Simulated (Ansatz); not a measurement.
# C2H4Ge: one structure at several levels

The atoms stand at a structure displaced at random from a GFN2-xTB minimum. How far do the functionals agree with CCSD(T) there?

The runs use Ansatz 0.2.0, Gaussian basis; single points in def2-TZVPP.

Cores are frozen in the correlated methods. Filled d shells of the heavier atoms are correlated.

## (1) The system as given

7 atoms, charge 0, spin multiplicity 1.

Atoms are counted from 1 here; the program's logs count them from 0.

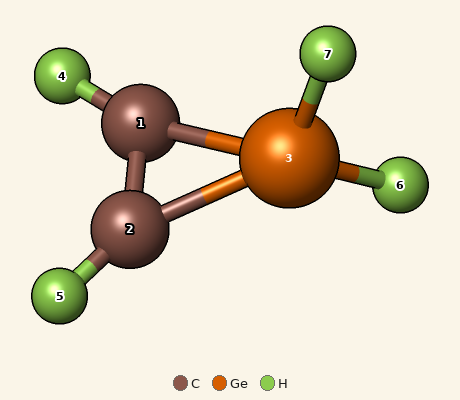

The starting geometry (carbon brown, germanium orange, hydrogen green); atoms are numbered from 1 in the order of the file.

Geometry (Å):

```tsv
atom	x (Å)	y (Å)	z (Å)
C1	-0.7450	-0.5092	-0.1953
C2	0.0545	0.1008	-1.0443
Ge3	0.6641	0.3782	0.6922
H4	-1.6215	-1.1890	-0.4646
H5	0.3033	0.1287	-2.0951
H6	0.1496	1.5130	1.5415
H7	1.5138	-0.5166	1.5679
```

## (2) CCSD(T)/def2-TZVPP

File run/in.yaml:

```yaml
crystal:
  periodic: [false, false, false]
  atoms:
    - {symbol: C, position_ang: [-0.745000, -0.509200, -0.195300]}
    - {symbol: C, position_ang: [0.054500, 0.100800, -1.044300]}
    - {symbol: Ge, position_ang: [0.664100, 0.378200, 0.692200]}
    - {symbol: H, position_ang: [-1.621500, -1.189000, -0.464600]}
    - {symbol: H, position_ang: [0.303300, 0.128700, -2.095100]}
    - {symbol: H, position_ang: [0.149600, 1.513000, 1.541500]}
    - {symbol: H, position_ang: [1.513800, -0.516600, 1.567900]}
basis:
  gaussian: {orbitals: def2-TZVPP}
correlation: {method: ccsd_t}
output: {forces: true}
```

No record of the launch command was kept for these runs.

## (3) PBE0-D4/def2-TZVPP

run/in.yaml, as its differences from that of step 2:

```diff
@@ -12,3 +12,3 @@
   gaussian: {orbitals: def2-TZVPP}
-correlation: {method: ccsd_t}
-output: {forces: true}
+hamiltonian: {xc: pbe0, dispersion: d4}
+output: {forces: true, orbitals: {seedname: orbitals}}
```

## (4) wB97M-V/def2-TZVPP

run/in.yaml, as its differences from that of step 3:

```diff
@@ -12,3 +12,3 @@
   gaussian: {orbitals: def2-TZVPP}
-hamiltonian: {xc: pbe0, dispersion: d4}
-output: {forces: true, orbitals: {seedname: orbitals}}
+hamiltonian: {xc: {name: wB97M-V}}
+output: {forces: true}
```

## (5) r2SCAN-D4/def2-TZVPP

run/in.yaml, as its differences from that of step 4:

```diff
@@ -12,3 +12,3 @@
   gaussian: {orbitals: def2-TZVPP}
-hamiltonian: {xc: {name: wB97M-V}}
+hamiltonian: {xc: r2scan, dispersion: d4}
 output: {forces: true}
```

## (6) PBE-D4/def2-TZVPP

run/in.yaml, as its differences from that of step 5:

```diff
@@ -12,3 +12,3 @@
   gaussian: {orbitals: def2-TZVPP}
-hamiltonian: {xc: r2scan, dispersion: d4}
+hamiltonian: {xc: pbe, dispersion: d4}
 output: {forces: true}
```

## (7) BHLYP-D4/def2-TZVPP

run/in.yaml, as its differences from that of step 6:

```diff
@@ -12,3 +12,3 @@
   gaussian: {orbitals: def2-TZVPP}
-hamiltonian: {xc: pbe, dispersion: d4}
+hamiltonian: {xc: {name: BHLYP}, dispersion: d4}
 output: {forces: true}
```

## (8) revPBE-D4/def2-TZVPP

run/in.yaml, as its differences from that of step 7:

```diff
@@ -12,3 +12,3 @@
   gaussian: {orbitals: def2-TZVPP}
-hamiltonian: {xc: {name: BHLYP}, dispersion: d4}
+hamiltonian: {xc: {name: revPBE}, dispersion: d4}
 output: {forces: true}
```

(Steps that only read results are left out.)

Before running it: what results should come out? Wanted: energy less free atoms, CCSD(T)/def2-TZVPP; RMS force component; RMS force error; HOMO and LUMO, PBE0-D4; T1 diagnostic.

As calculated:

| quantity | value |
| --- | --- |
| energy less free atoms, CCSD(T)/def2-TZVPP | -2334.7 kJ/mol |
| RMS force component | 0.871 to 1.047 eV/Å over the methods |
| RMS force error | PBE0-D4 0.309, wB97M-V 0.286, r2SCAN-D4 0.285, PBE-D4 0.232, BHLYP-D4 0.418, revPBE-D4 0.198 eV/Å |
| HOMO and LUMO, PBE0-D4 | -7.24 and -0.47 eV |
| T1 diagnostic | 0.013 |

**Reading.** Against CCSD(T) the functionals' energies less atoms differ by -103.2 to +36.0 kJ/mol, PBE-D4 by -103.2 kJ/mol. A larger basis would deepen the CCSD(T) value, while the functionals are nearly converged already, so the order here is not reliable. On forces the order runs from revPBE-D4 to BHLYP-D4. Frozen-core CCSD(T) forces in triple zeta carry basis errors of their own, and this is one geometry, so small gaps rank nothing.
